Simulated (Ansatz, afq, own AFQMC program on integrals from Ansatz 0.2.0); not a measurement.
# O₂ (triplet): AFQMC on the coupled-cluster ladder, 6-31G, part 2 of 2

Ansatz 0.2.0, Gaussian basis, and an in-house AFQMC program (afq) on its integrals; all values are calculated; 6-31G, frozen cores.

## (11) CCSDTQ on UHF

Contents of in.yaml:

```yaml
crystal:
  periodic: [false, false, false]
  atoms:
    - {symbol: O, position_ang: [0.000000, 0.000000, 0.000000]}
    - {symbol: O, position_ang: [0.000000, 0.000000, 1.192820]}
basis:
  gaussian: {orbitals: 6-31G}
magnetization: {spin_polarized: true, initial_magnetization: 2}
correlation: {method: ccsdtq, electrons: outside_noble_gas}
```

Started as:

```bash
$ ansatz run in.yaml --threads 1 --pin off --events-out ev --progress --plain --max-ram 1843MiB
```

Output, cut to the lines that bear on the results:

```text
Functional definition: HF
  name "HF"
  cite "Fock, Z. Phys. 61, 126 (1930) doi:10.1007/BF01340294"
  parent pbe
[...]
272 factors; integrals over basis functions are off by at most 3.9e-8 eV
[...]
mean field -4069.34937388 eV, -149.5458311861 hartree, gradient 1.7e-6 eV, S^2 2.032717; 2 other end points of the search recorded, 0 dependent functions left out
2 core orbitals not correlated: weight in the atoms' cores, before any rotation towards them, 1.000 or more for the frozen orbitals, at most 0.000 for the correlated occupied ones
reference -4069.34937388 eV, -149.5458311861 hartree; 7, 5 occupied and 9, 11 virtual orbitals, 272 factors
second order -6.35825204 eV of doubles, -0.00000000 eV of singles
cycle   1  -5.96800413 eV  change    3.9e-1 eV  update   7.6e-2
[...]
cycle  14  -6.46814694 eV  change   -1.1e-7 eV  update   1.8e-7
Total energy: -4075.81752083 eV, -149.7835312020 hartree
```

Wall time 51 s (1 thread of Arm Neoverse V1, shared host); peak memory 0.6 GiB.

From the report: ⟨S²⟩ of the determinant 2.033 (pure triplet: 2.00); correlation -6.4681 eV; T1 0.013; largest double amplitude 0.12.

## (12) Phaseless AFQMC, CISD trial on UHF

It reads the integrals that the CCSD(T) run on this determinant wrote.

Started as:

```bash
$ afq ham --method phaseless --trial cisd --walkers 180 --populations 1 --least-time 40 --time-step 0.005 --steps-per-block 50 --equilibration-blocks 28 --max-blocks 300 --target-error 0.00042 --factor-cut 1e-05 --start spin_pure --seed 1145 --release-times 0.24,0.5,1,1.5 --release-step 0.02 --release-every 4 --taylor-order 6
```

Output:

```text
orbitals 16  electrons 7 5  factors 90 of 155
reference energy -149.54582623 Eh
CCSD correlation -0.23047267 Eh in 10 cycles, weight of the determinant in the CISD state 0.9200
energy of the start -149.775064 Eh
 block  time / (1/Eh)  mean weight  energy / Eh
     1     0.250  0.9996  -149.772882
     2     0.500  0.9999  -149.776190
     3     0.750  1.0004  -149.777210
     4     1.000  0.9988  -149.777750
     5     1.250  1.0006  -149.784522
     6     1.500  0.9991  -149.775935
     7     1.750  0.9980  -149.779532
     8     2.000  1.0009  -149.783062
     9     2.250  1.0007  -149.786527
    10     2.500  1.0002  -149.779600
    11     2.750  0.9998  -149.781986
    16     4.000  1.0007  -149.788866
    21     5.250  0.9996  -149.778962
    26     6.500  0.9989  -149.781472
    31     7.750  0.9993  -149.779231
    36     9.000  1.0000  -149.778843
    41    10.250  0.9999  -149.780568
    46    11.500  1.0003  -149.780886
    51    12.750  1.0005  -149.781736
    56    14.000  1.0008  -149.782654
    61    15.250  1.0003  -149.783973
    66    16.500  1.0011  -149.786222
    71    17.750  0.9999  -149.783629
    76    19.000  0.9999  -149.778974
    81    20.250  0.9986  -149.778208
    86    21.500  0.9984  -149.785050
    91    22.750  0.9983  -149.777428
    96    24.000  1.0015  -149.781961
   101    25.250  0.9995  -149.783433
   106    26.500  0.9994  -149.778426
   111    27.750  0.9998  -149.779168
   116    29.000  1.0009  -149.779790
   121    30.250  0.9993  -149.783559
   126    31.500  1.0017  -149.781431
   131    32.750  0.9994  -149.781526
   136    34.000  1.0007  -149.781121
   141    35.250  1.0019  -149.778940
   146    36.500  1.0024  -149.789371
   151    37.750  0.9991  -149.785683
   156    39.000  0.9997  -149.778233
   161    40.250  1.0010  -149.801987
   166    41.500  1.0002  -149.775772
   171    42.750  0.9997  -149.775189
   176    44.000  0.9993  -149.779568
   181    45.250  0.9995  -149.780055
   186    46.500  0.9994  -149.789930
   191    47.750  1.0009  -149.784467
   196    49.000  1.0011  -149.789054
   201    50.250  1.0016  -149.778766
   206    51.500  1.0010  -149.784877
blocks merged  error / Eh  count
     1  0.000339  180
     2  0.000374  90
     4  0.000372  45
     8  0.000402  22
    16  0.000381  11
released: time / (1/Eh)  energy / Eh  error  mean overlap
  0.24  -149.782836  0.000535  1.0026
  0.50  -149.783409  0.000394  1.0002
  1.00  -149.783671  0.000394  1.0047
  1.50  -149.783670  0.000352  1.0101
energy -149.782065 +/- 0.000402 Eh
```

Run time: 2.5 min. Hardware: 1 thread of Arm Neoverse V1, shared host.

Energy -4075.7776 ± 0.0109 eV. Caveats: constraint bias not in the error.

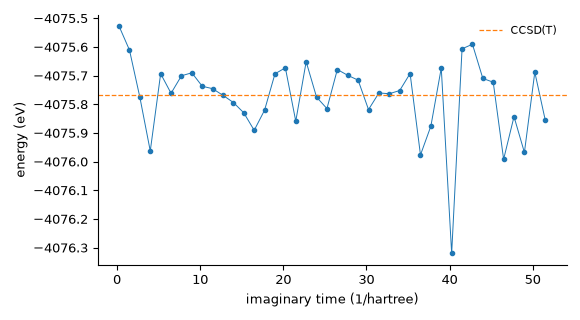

Block energies along the walk.

## (13) Phaseless AFQMC, single-determinant trial on UHF

It reads the integrals that the CCSD(T) run on this determinant wrote.

Started as:

```bash
$ afq ham --method phaseless --trial hf --walkers 360 --populations 1 --least-time 40 --time-step 0.005 --steps-per-block 20 --equilibration-blocks 112 --max-blocks 600 --target-error 0.00126 --factor-cut 1e-05 --start spin_pure --seed 3930 --taylor-order 6
```

Output:

```text
orbitals 16  electrons 7 5  factors 90 of 155
reference energy -149.54582623 Eh
CCSD correlation -0.23047267 Eh in 10 cycles, weight of the determinant in the CISD state 0.9200
energy of the start -149.546766 Eh
 block  time / (1/Eh)  mean weight  energy / Eh
     1     0.100  1.0005  -149.609901
     2     0.200  1.0029  -149.651737
     3     0.300  1.0013  -149.685217
     4     0.400  1.0022  -149.704060
     5     0.500  1.0009  -149.725909
     6     0.600  1.0006  -149.733050
     7     0.700  1.0008  -149.745309
     8     0.800  1.0007  -149.747177
     9     0.900  1.0003  -149.752726
    10     1.000  0.9993  -149.747862
    18     1.800  0.9993  -149.803227
    35     3.500  1.0012  -149.782792
    52     5.200  0.9996  -149.780368
    69     6.900  1.0005  -149.779103
    86     8.600  1.0008  -149.753599
   103    10.300  1.0018  -149.861707
   120    12.000  0.9994  -149.816828
   137    13.700  0.9992  -149.738490
   154    15.400  1.0005  -149.756908
   171    17.100  1.0003  -149.784827
   188    18.800  1.0000  -149.796887
   205    20.500  0.9993  -149.803240
   222    22.200  1.0008  -149.762182
   239    23.900  0.9991  -149.771756
   256    25.600  1.0003  -149.793655
   273    27.300  0.9990  -149.755972
   290    29.000  0.9995  -149.769782
   307    30.700  1.0009  -149.793913
   324    32.400  0.9993  -149.807791
   341    34.100  1.0002  -149.758988
   358    35.800  1.0001  -149.802063
   375    37.500  1.0002  -149.778094
   392    39.200  0.9986  -149.747943
   409    40.900  1.0003  -149.775503
   426    42.600  1.0006  -149.753684
   443    44.300  1.0001  -149.786894
   460    46.000  0.9979  -149.753282
   477    47.700  1.0000  -149.775089
   494    49.400  0.9998  -149.776347
   511    51.100  0.9993  -149.774054
   528    52.800  0.9995  -149.766669
   545    54.500  1.0004  -149.761993
   562    56.200  1.0005  -149.782680
   579    57.900  0.9992  -149.766492
   596    59.600  0.9992  -149.749638
   613    61.300  0.9980  -149.766300
   630    63.000  0.9998  -149.764580
   647    64.700  0.9995  -149.776854
   664    66.400  0.9992  -149.787680
   681    68.100  1.0007  -149.763588
   698    69.800  0.9985  -149.738598
blocks merged  error / Eh  count
     1  0.000874  600
     2  0.001123  300
     4  0.001423  150
     8  0.001743  75
    16  0.002113  37
    32  0.002183  18
    64  0.002087  9
energy -149.778214 +/- 0.002183 Eh
```

It took 3.9 min on 1 thread of Arm Neoverse V1, shared host.

Energy -4075.6728 ± 0.0594 eV. Caveats: constraint bias not in the error; error above the target.

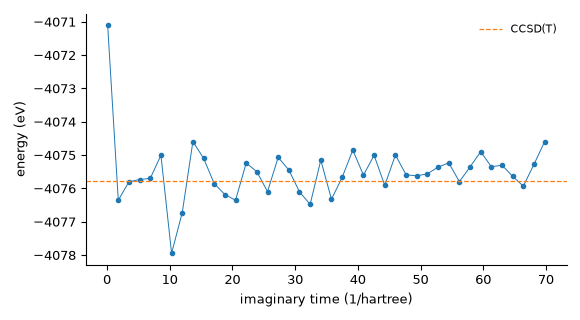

Block energies along the walk.

## (14) Free-projection AFQMC, CISD trial on UHF

It reads the integrals that the CCSD(T) run on this determinant wrote.

Started as:

```bash
$ afq ham --method free --trial cisd --walkers 180 --time-step 0.03 --max-blocks 80 --target-error 0.00042 --factor-cut 1e-05 --seed 7362 --times 0,0.21,0.42,0.81,1.2,1.8,2.4,3 --taylor-order 8
```

Output:

```text
orbitals 16  electrons 7 5  factors 90 of 155
reference energy -149.54582623 Eh
CCSD correlation -0.23047267 Eh in 10 cycles, weight of the determinant in the CISD state 0.9200
repeat  energy at the last time / Eh  error
    10  -149.782908  0.000743
    20  -149.783349  0.000471
    30  -149.783819  0.000488
    40  -149.783950  0.000417
time / (1/Eh)  energy / Eh  error  mean overlap
  0.00  -149.776264  0.000220  1.0870
  0.21  -149.780503  0.000213  1.0886
  0.42  -149.782467  0.000248  1.0836
  0.81  -149.783303  0.000231  1.0864
  1.20  -149.783590  0.000271  1.0959
  1.80  -149.783220  0.000368  1.1012
  2.40  -149.783301  0.000405  1.1072
  3.00  -149.783881  0.000414  1.1058
energy -149.783881 +/- 0.000414 Eh
```

Run time: 57 s. Hardware: 1 thread of Arm Neoverse V1, shared host.

Energy -4075.8270 ± 0.0113 eV. Caveats: remainder of the start not in the error.

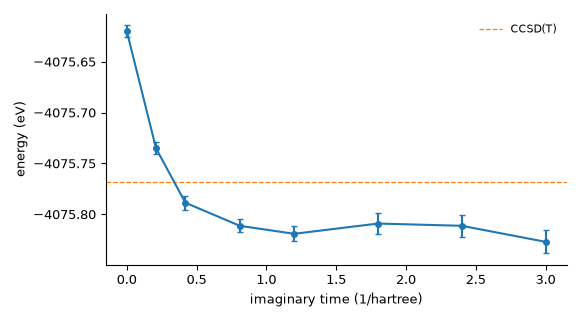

Energy against projection time, with error bars.

## (15) Free-projection AFQMC, CISD trial on UHF (settings varied)

It reads the integrals that the CCSD(T) run on this determinant wrote.

Started as:

```bash
$ afq ham --method free --trial cisd --walkers 100 --time-step 0.05 --max-blocks 60 --target-error 0.00084 --factor-cut 1e-05 --seed 4688 --times 0.0,0.5,1.0,2.0,3.0,4.0 --taylor-order 10
```

Output:

```text
orbitals 16  electrons 7 5  factors 90 of 155
reference energy -149.54582623 Eh
CCSD correlation -0.23047267 Eh in 10 cycles, weight of the determinant in the CISD state 0.9200
repeat  energy at the last time / Eh  error
    10  -149.781558  0.001551
    20  -149.781766  0.001102
    30  -149.782527  0.000894
    40  -149.782608  0.000717
time / (1/Eh)  energy / Eh  error  mean overlap
  0.00  -149.776916  0.000454  1.0880
  0.50  -149.782632  0.000284  1.0919
  1.00  -149.782647  0.000334  1.1058
  2.00  -149.783712  0.000509  1.1001
  3.00  -149.784226  0.000575  1.1107
  4.00  -149.782449  0.000714  1.1359
energy -149.782449 +/- 0.000714 Eh
```

It took 27 s on 1 thread of Arm Neoverse V1, shared host.

Energy -4075.7881 ± 0.0194 eV. Caveats: remainder of the start not in the error.

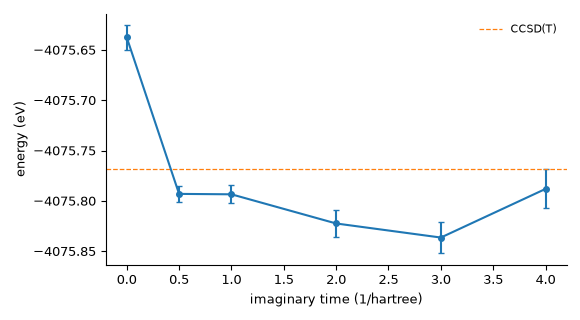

Energy against projection time, with error bars.

## (16) Free-projection AFQMC, CISD trial on UHF (settings varied)

It reads the integrals that the CCSD(T) run on this determinant wrote.

Started as:

```bash
$ afq ham --method free --trial cisd --walkers 50 --time-step 0.05 --max-blocks 60 --target-error 0.00084 --factor-cut 1e-05 --seed 2927 --times 0.0,0.5,1.0,2.0,3.0,4.0 --taylor-order 4
```

Output:

```text
orbitals 16  electrons 7 5  factors 90 of 155
reference energy -149.54582623 Eh
CCSD correlation -0.23047267 Eh in 10 cycles, weight of the determinant in the CISD state 0.9200
repeat  energy at the last time / Eh  error
    10  -149.781641  0.003063
    20  -149.781932  0.001599
    30  -149.782871  0.001215
    40  -149.783761  0.001045
    50  -149.784440  0.001127
    60  -149.784621  0.001083
time / (1/Eh)  energy / Eh  error  mean overlap
  0.00  -149.776736  0.000444  1.0890
  0.50  -149.782131  0.000349  1.0899
  1.00  -149.783337  0.000506  1.0807
  2.00  -149.783037  0.000648  1.0803
  3.00  -149.783227  0.000633  1.1143
  4.00  -149.784621  0.001083  1.1171
energy -149.784621 +/- 0.001083 Eh
```

It took 14 s on 1 thread of Arm Neoverse V1, shared host.

Energy -4075.8472 ± 0.0295 eV. Caveats: remainder of the start not in the error.

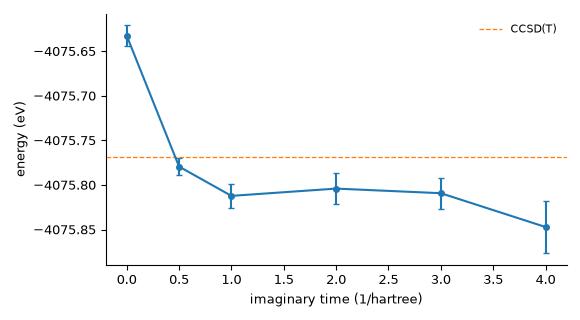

Energy against projection time, with error bars.

## (17) All levels side by side

The full CI on restricted orbitals is not used as the yardstick for these unrestricted rows.

On the UHF determinant, counted from CCSDTQ (a yardstick, not exact):

```
                                                             level  energy (eV)  from CCSDTQ (kcal/mol)  statistical error (kcal/mol)     time
                                                                HF   -4069.3492                 +149.16                                       
                                                               MP2   -4075.7074                   +2.54                                       
                                                              CCSD   -4075.6207                   +4.54                                       
                                                           CCSD(T)   -4075.7686                   +1.13                                       
                                                          CCSDT(Q)   -4075.8209                   -0.08                                       
                                                            CCSDTQ   -4075.8175                    0.00                                       
              Phaseless AFQMC, CISD trial, step 0.005, 180 walkers   -4075.7776                   +0.92                          0.25  2.5 min
Phaseless AFQMC, single-determinant trial, step 0.005, 360 walkers   -4075.6728                   +3.34                          1.37  3.9 min
         Free-projection AFQMC, CISD trial, step 0.03, 180 walkers   -4075.8270                   -0.22                          0.26     57 s
         Free-projection AFQMC, CISD trial, step 0.05, 100 walkers   -4075.7881                   +0.68                          0.45     27 s
          Free-projection AFQMC, CISD trial, step 0.05, 50 walkers   -4075.8472                   -0.68                          0.68     14 s
```

The functionals' totals stand on their own zeros and serve differences with other points: PBE -4085.121 eV; r2SCAN -4087.142 eV; PBE0 -4084.707 eV; B3LYP -4088.927 eV; wB97M-V -4087.814 eV; B2PLYP -4084.673 eV.

## (18) Summary of results

What follows sums up all 2 parts.

```
                                                    quantity                  value
                                  CCSD(T) on UHF from CCSDTQ         +1.13 kcal/mol
              Phaseless AFQMC, CISD trial on UHF from CCSDTQ  +0.92 ± 0.25 kcal/mol
Phaseless AFQMC, single-determinant trial on UHF from CCSDTQ  +3.34 ± 1.37 kcal/mol
        Free-projection AFQMC, CISD trial on UHF from CCSDTQ  -0.22 ± 0.26 kcal/mol
```

In words: On UHF the phaseless walk with the CISD trial lies +0.92 kcal/mol from CCSDTQ, 4 times its error bar. Free projection has no constraint; at the last time it gives -0.22 ± 0.26 kcal/mol, and from a start that isn't spin pure other spins can mix in. Error bars are statistical and leave out the constraint, the time step and what remains of the start.
